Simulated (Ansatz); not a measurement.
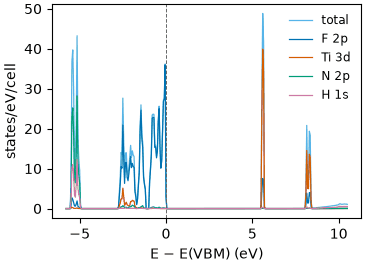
Fig. 1. Total and projected density of states of TiH8N2F6 in space group P-3m1 (No. 164; Pearson symbol hP17), plane-wave PAW r²SCAN+D4 (Ansatz code)

Problem. Which orbitals carry the states next to the gap?

Solution. Top 1 eV of the valence band: F 2p 98 %. Bottom 1 eV of the conduction band: Ti 3d 82 %, F 2p 15 %. Projections are on Löwdin-orthogonalised atomic valence shells; empty p or d shells of many metals are not among them.

Problem. Where is the tallest occupied peak in this window, and what makes it?

Solution. Near -5.1 eV, about 43 states/eV per cell; the largest projected share is N 2p.

The workflow started from a Materials Project entry (that database holds measured and hypothetical structures alike); the Crystallography Open Database files this formula in space group No. 164, but the cells were not matched. Whether it is the stable phase at ambient conditions was not checked. Symmetry was held in the r²SCAN+D4 relaxation; whether a distortion lowers the energy is not shown. No spin polarisation was allowed.

Potentials: the later of the program's two PAW sets.
